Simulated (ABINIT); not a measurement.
**Quasiparticle gap of BiOCl (P4/nmm) in ABINIT**

Aim: the G0W0 gap of BiOCl (P4/nmm) on PBEsol with spin-orbit coupling, step by step.

Calculated with ABINIT 10.8.3; PBEsol and many-body steps on it, plane waves.

**What was measured.**

- Gap 3.44 eV: optical gap from Tauc plot; UV-vis diffuse reflectance; powder (hydrothermal powder) (“Synergistic Piezo-Photocatalysis of BiOCl/NaNbO3 Heterojunction Piezoelectric Composite for High-Efficient Organic Pollutant Degradation”, 2022, pmc:8839476).

- Gap 3.36 eV: optical gap from Kubelka-Munk/Tauc analysis; UV-vis diffuse reflectance; powder (solvothermal hierarchical microspheres made without additive) (“Hydrothermal Crystallization of Bismuth Oxychlorides (BiOCl) Using Different Shape Control Reagents”, 2021, pmc:8123882).

Most raw output is cut from this account.

### 1. Set-up

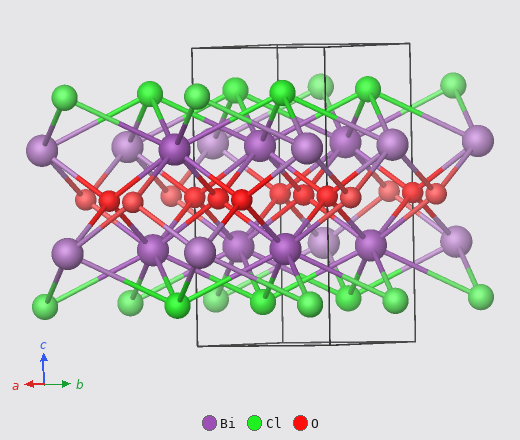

The cell as given, slightly off an axis (bismuth purple, chlorine green, oxygen red). 2×1×1 cells are drawn. Some periodic images of atoms are drawn too.

Structure file:

```cif
data_structure
_symmetry_space_group_name_H-M 'P 1'
_symmetry_Int_Tables_number 1
_cell_length_a 3.8855
_cell_length_b 3.8855
_cell_length_c 7.3489
_cell_angle_alpha 90.000
_cell_angle_beta 90.000
_cell_angle_gamma 90.000
_cell_volume 110.95
loop_
_atom_site_label
_atom_site_type_symbol
_atom_site_fract_x
_atom_site_fract_y
_atom_site_fract_z
_atom_site_occupancy
Bi1 Bi 0.50000 0.00000 0.32904 1
Bi2 Bi 0.00000 0.50000 0.67096 1
Cl3 Cl 0.00000 0.50000 0.14720 1
Cl4 Cl 0.50000 0.00000 0.85280 1
O5 O 0.00000 0.00000 0.50000 1
O6 O 0.50000 0.50000 0.50000 1
```

The cell and positions come from the Crystallography Open Database and are kept as given unless a step says otherwise.

### 2. Ground state

This step: ABINIT 10.8.3; DFT, PBEsol with spin-orbit coupling, plane waves, norm-conserving pseudopotentials.

The ground-state density comes first.

Input file run.abi:

```
acell 3*1.0 Angstrom
rprim 
  3.885510000000 0.000000000000 0.000000000000
  0.000000000000 3.885510000000 0.000000000000
  0.000000000000 0.000000000000 7.348900000000
ntypat 3
znucl 83 17 8
natom 6
typat 1 1 2 2 3 3
xred 
  0.500000000000 0.000000000000 0.329040000000
  0.000000000000 0.500000000000 0.670960000000
  0.000000000000 0.500000000000 0.147200000000
  0.500000000000 0.000000000000 0.852800000000
  0.000000000000 0.000000000000 0.500000000000
  0.500000000000 0.500000000000 0.500000000000
pp_dirpath "pseudos"
pseudos "Bi.upf, Cl.upf, O.upf"
ecut 42
nspinor 2
ngkpt 4 4 2
nshiftk 1
shiftk 0 0 0
kptopt 1
chksymbreak 0
nband 86
occopt 1
tolvrs 1e-08
nstep 60
prtwf 0
optforces 0
optstress 0
indata_prefix "in"
outdata_prefix "out"
tmpdata_prefix "tmp"
```

Launch:

```sh
$ OMP_NUM_THREADS=1 mpirun -n 4 abinit run.abi > log
```

Run time: 9 min. Hardware: 4 MPI ranks of Arm Neoverse V1, shared host; peak memory 0.81 GiB; 36 min of CPU time.

This step gave:

```yaml
total_energy: -14438.4371 eV
gap: 2.329 eV
k_of_the_valence_top: 0.5, 0, 0.5
k_of_the_conduction_bottom: 0, 0, 0.5
least_direct_gap: 2.606 eV
```

The gap is indirect, with the least direct gap 0.28 eV higher.

### 3. Bands along the symmetry lines

Levels along a band path, at the cheap level, show where the edges lie and whether the meshes to come will hold them.

Input file run.abi:

```
acell 3*1.0 Angstrom
rprim 
  3.885510000000 0.000000000000 0.000000000000
  0.000000000000 3.885510000000 0.000000000000
  0.000000000000 0.000000000000 7.348900000000
ntypat 3
znucl 83 17 8
natom 6
typat 1 1 2 2 3 3
xred 
  0.500000000000 0.000000000000 0.329040000000
  0.000000000000 0.500000000000 0.670960000000
  0.000000000000 0.500000000000 0.147200000000
  0.500000000000 0.000000000000 0.852800000000
  0.000000000000 0.000000000000 0.500000000000
  0.500000000000 0.500000000000 0.500000000000
pp_dirpath "pseudos"
pseudos "Bi.upf, Cl.upf, O.upf"
ecut 42
nspinor 2
iscf -2
irdden 1
kptopt 0
nkpt 39
kpt 
  0.00000000 0.00000000 0.00000000
  0.00000000 0.12500000 0.00000000
  0.00000000 0.25000000 0.00000000
  0.00000000 0.37500000 0.00000000
  0.00000000 0.50000000 0.00000000
  0.12500000 0.50000000 0.00000000
  0.25000000 0.50000000 0.00000000
  0.37500000 0.50000000 0.00000000
  0.50000000 0.50000000 0.00000000
  0.37500000 0.37500000 0.00000000
  0.25000000 0.25000000 0.00000000
  0.12500000 0.12500000 0.00000000
  0.00000000 0.00000000 0.00000000
  0.00000000 0.00000000 0.12500000
  0.00000000 0.00000000 0.25000000
  0.00000000 0.00000000 0.37500000
  0.00000000 0.00000000 0.50000000
  0.00000000 0.12500000 0.50000000
  0.00000000 0.25000000 0.50000000
  0.00000000 0.37500000 0.50000000
  0.00000000 0.50000000 0.50000000
  0.12500000 0.50000000 0.50000000
  0.25000000 0.50000000 0.50000000
  0.37500000 0.50000000 0.50000000
  0.50000000 0.50000000 0.50000000
  0.37500000 0.37500000 0.50000000
  0.25000000 0.25000000 0.50000000
  0.12500000 0.12500000 0.50000000
  0.00000000 0.00000000 0.50000000
  0.00000000 0.50000000 0.00000000
  0.00000000 0.50000000 0.12500000
  0.00000000 0.50000000 0.25000000
  0.00000000 0.50000000 0.37500000
  0.00000000 0.50000000 0.50000000
  0.50000000 0.50000000 0.00000000
  0.50000000 0.50000000 0.12500000
  0.50000000 0.50000000 0.25000000
  0.50000000 0.50000000 0.37500000
  0.50000000 0.50000000 0.50000000
istwfk *1
nband 88
nbdbuf 6
tolwfr 1e-08
nstep 40
prtwf 0
prtvol 0
indata_prefix "in"
outdata_prefix "out"
tmpdata_prefix "tmp"
```

Run time: 11 min. Hardware: 4 MPI ranks; peak memory 1.4 GiB; 45 min of CPU time.

Numbers from this step:

```
gap                        : 2.249 eV
k of the valence top       : 0, 0.375, 0.5
k of the conduction bottom : 0, 0, 0.5
least direct gap           : 2.606 eV
```

The gap is 2.249 eV, −0.080 eV from the run before at this level.

The electronic bands at the labelled points (eV, zero at the top of the highest filled band):

```csv
point,band 69,band 70,band 71,band 72,band 73,band 74,band 75,band 76
Γ,-0.94,-0.94,-0.78,-0.78,2.69,2.69,2.97,2.97
X,-0.08,-0.08,-0.08,-0.08,3.69,3.69,3.69,3.69
M,-0.72,-0.72,-0.72,-0.72,3.58,3.58,3.58,3.58
Γ,-0.94,-0.94,-0.78,-0.78,2.69,2.69,2.97,2.97
Z,-0.44,-0.44,-0.36,-0.36,2.25,2.25,2.37,2.37
R,-0.08,-0.08,-0.08,-0.08,3.59,3.59,3.59,3.59
A,-0.77,-0.77,-0.77,-0.77,3.94,3.94,3.94,3.94
Z,-0.44,-0.44,-0.36,-0.36,2.25,2.25,2.37,2.37
jump to X,-0.08,-0.08,-0.08,-0.08,3.69,3.69,3.69,3.69
R,-0.08,-0.08,-0.08,-0.08,3.59,3.59,3.59,3.59
jump to M,-0.72,-0.72,-0.72,-0.72,3.58,3.58,3.58,3.58
A,-0.77,-0.77,-0.77,-0.77,3.94,3.94,3.94,3.94
```

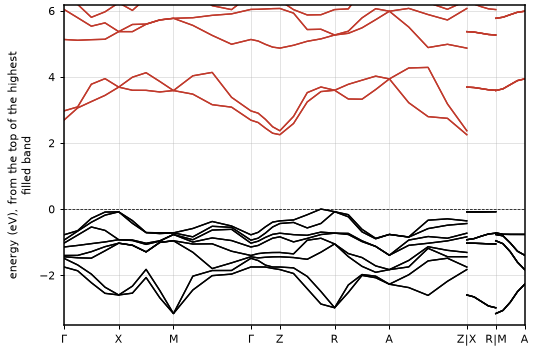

Electronic bands along the path; lines of filled and empty bands in two colours.

### 4. Empty states on the mesh, 4×4×2 mesh, 176 bands

The sums over transitions need many empty states on a uniform mesh; this step solves for them.

Input file run.abi:

```
acell 3*1.0 Angstrom
rprim 
  3.885510000000 0.000000000000 0.000000000000
  0.000000000000 3.885510000000 0.000000000000
  0.000000000000 0.000000000000 7.348900000000
ntypat 3
znucl 83 17 8
natom 6
typat 1 1 2 2 3 3
xred 
  0.500000000000 0.000000000000 0.329040000000
  0.000000000000 0.500000000000 0.670960000000
  0.000000000000 0.500000000000 0.147200000000
  0.500000000000 0.000000000000 0.852800000000
  0.000000000000 0.000000000000 0.500000000000
  0.500000000000 0.500000000000 0.500000000000
pp_dirpath "pseudos"
pseudos "Bi.upf, Cl.upf, O.upf"
ecut 42
nspinor 2
ngkpt 4 4 2
nshiftk 1
shiftk 0 0 0
kptopt 1
chksymbreak 0
iscf -2
irdden 1
istwfk *1
nband 176
nbdbuf 16
tolwfr 1e-09
nstep 60
prtvol 0
indata_prefix "in"
outdata_prefix "out"
tmpdata_prefix "tmp"
```

Wall time 11 min (4 MPI ranks); peak memory 1 GiB.

This step gave:

```
gap                                                           : 2.329 eV
k of the valence top                                          : 0.5, 0, 0.5
k of the conduction bottom                                    : 0, 0, 0.5
least direct gap                                              : 2.606 eV
k points computed                                             : 12
lowest point of the top converged band, above the valence top : 25.52 eV
```

On this mesh the gap is 2.329 eV.

### 5. Screening, 4×4×2 mesh, 160 bands, screening to 81.6 eV

The RPA dielectric matrix is built and inverted for each q.

This step: RPA screening on PBEsol with spin-orbit coupling, plane waves, norm-conserving pseudopotentials.

run.abi: that of step 4 with these lines changed.

```diff
@@ -25,10 +25,11 @@
 chksymbreak 0
-iscf -2
-irdden 1
 istwfk *1
-nband 176
-nbdbuf 16
-tolwfr 1e-09
-nstep 60
-prtvol 0
+occopt 1
+irdwfk 1
+optdriver 3
+nband 160
+ecuteps 3
+inclvkb 0
+awtr 1
+symchi 1
 indata_prefix "in"
```

Run time: 13 min. Hardware: 4 MPI ranks; peak memory 8.2 GiB; 52 min of CPU time.

This step gave:

* ε∞ with local fields, on this mesh, along the program's q direction: 7.618
* the same without local fields: 8.620
* plasma frequency: 29.91 eV
* plane waves in the screening matrix: 179

Local fields lower ε∞ by 12 %. On a Γ-centred mesh this coarse the value itself is usually too large, while a short band sum pulls it down.

### 6. Self-energy, 4×4×2 mesh, 160 bands, screening to 81.6 eV

The self-energy is evaluated for the states that the input lists, and the levels follow from it, in one-shot runs by the linearised quasiparticle equation.

This step: G0W0 on PBEsol with spin-orbit coupling, plane waves, norm-conserving pseudopotentials.

run.abi: that of step 5 with these lines changed.

```diff
@@ -28,8 +28,19 @@
 irdwfk 1
-optdriver 3
+optdriver 4
 nband 160
+gwcalctyp 0
+ecutsigx 42
+symsigma 0
+nkptgw 3
+kptgw 
+  0.5000000000 0.0000000000 0.5000000000
+  0.0000000000 0.0000000000 0.5000000000
+  0.0000000000 0.0000000000 0.0000000000
+bdgw 
+  69 76
+  69 76
+  69 76
 ecuteps 3
-inclvkb 0
-awtr 1
-symchi 1
+irdscr 1
+ppmodel 1
 indata_prefix "in"
```

Run time: 4.5 min. Hardware: 4 MPI ranks; peak memory 7.4 GiB.

This step gave:

| Quantity | Value |
| --- | --- |
| G0W0 gap on the points computed | 3.381 eV |
| starting gap on the mesh | 2.329 eV |
| k of the valence top | 0.5, 0, 0.5 |
| k of the conduction bottom | 0, 0, 0.5 |
| Z at the valence top | 0.792 |
| Z at the conduction bottom | 0.832 |
| least direct G0W0 gap on the computed points | 3.545 eV |

The gap on the mesh goes from 2.33 eV to 3.38 eV, a correction of +1.05 eV.

Limits: finite bands, cutoff and mesh; screening head approximate; coarse k mesh. v1 is the top filled band, c1 the lowest empty one. Levels before and after the correction, in eV, zero at the valence-band top of each column:

```csv
,conduction bottom,valence top
Kohn-Sham,2.33,0.00
G0W0,3.38,0.00
```

```csv
,level,energy (eV)
Kohn-Sham,(0.5 0 0.5) v3-v1,0.000
Kohn-Sham,(0.5 0 0.5) c1-c3,3.674
Kohn-Sham,(0 0 0.5) v3,-0.358
Kohn-Sham,(0 0 0.5) v2-v1,-0.277
Kohn-Sham,(0 0 0.5) c1-c2,2.329
Kohn-Sham,(0 0 0.5) c3,2.448
G0W0,(0.5 0 0.5) v3-v1,0.000
G0W0,(0.5 0 0.5) c1-c3,5.044
G0W0,(0 0 0.5) v3,-0.164
G0W0,(0 0 0.5) v2-v1,-0.609
G0W0,(0 0 0.5) c1-c2,3.381
G0W0,(0 0 0.5) c3,3.684
```

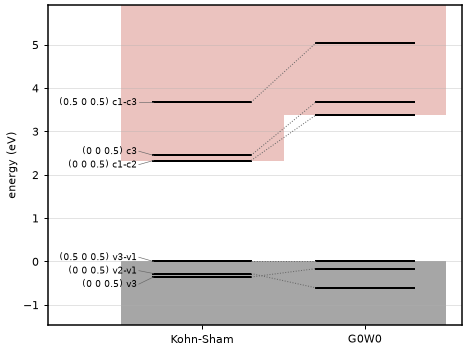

Levels before and after the correction. Shaded: valence and conduction bands.

### 7. Where the time went

Times are wall times on 4 MPI ranks of Arm Neoverse V1, shared host, good to a factor of about two.

```csv
step,time,share,memory (GiB)
ground state,9 min,19 %,0.81
bands along the symmetry lines,11 min,23 %,1.4
empty states on the mesh,11 min,22 %,1
screening,13 min,27 %,8.2
self-energy,4.5 min,9 %,7.4
```

### 8. Outcome

| Property | Result |
| --- | --- |
| PBEsol gap | 2.25 eV, indirect |
| G0W0 gap on the mesh | 3.38 eV |
| G0W0 gap over the zone (rigid shift) | 3.30 eV |
| GW settings | 4×4×2 mesh, 160 bands, screening to 81.6 eV, Godby-Needs plasmon pole |
| known limits | not at the basis limit; screening head approximate; coarse k mesh |

G0W0 moves the gap on the mesh from 2.33 eV to 3.38 eV (+1.05 eV), with Z of 0.79 and 0.83 at the edges. The mesh misses the band edges by 0.08 eV in all; a rigid shift gives 3.30 eV for the zone. Local fields lower the RPA ε∞ on this mesh from 8.62 to 7.62; a Γ-centred mesh this coarse tends to raise both, most where the direct gap is narrow, while a short band sum lowers them. Only 3 of the mesh's irreducible points were corrected, so a valley elsewhere could overtake. Against experiment, by G0W0@PBEsol: the gap of 3.30 eV lies −0.14 eV from the measured 3.44 eV (optical, 2022); the gap of 3.30 eV lies −0.06 eV from the measured 3.36 eV (optical, 2021). An exciton line or allowed optical edge lies below the quasiparticle gap by the binding energy; a forbidden edge can push the onset above it. The calculation has static nuclei and no excitons; a measured gap holds zero-point and thermal motion, which mostly lowers it. Bands and cutoff are finite, so the gap is not at the basis limit. The miss can reach some tenths of an eV and take either sign; the mesh is an error of its own. In the G0W0 run levels were corrected at 3 k points alone, so a gap called «on the mesh» is the least over those, and an edge elsewhere would be missed. A denser mesh or path gives a starting gap of 2.25 eV: the GW mesh misses a band edge, so its gaps are not the fundamental one. The 4×4×2 mesh is coarse for this cell, which bears on the long-range parts of exchange and screening. The long-wavelength limit of the screening leaves out the non-local commutator, which shifts ε∞.

[Paths, hosts, dates, memory and timing lines, banners, echoed tables and standing remarks are left out of the program output.]

[Logs are printed without paths, hosts, clocks, repeated set-up lines and the standing remarks that a program may print on its own settings, such as how far it seeks lower states.]

[Runs of the session that timed out or met a known fault of the program may be left out.]

[Hosts, paths, dates, database ids (printed as entryN), source tags and the programs' standing remarks are cut or masked in the printed files.]

[G0W0 gaps are taken among the corrected bands and points alone; a level outside them can change the order at an edge.]

[Where Ansatz stands beside ABINIT at settings called matched, ABINIT's density can come from a denser mesh and the files from another edition; pairs whose starting gaps differed by over 0.03 eV were left out, so agreement reads better than it is.]
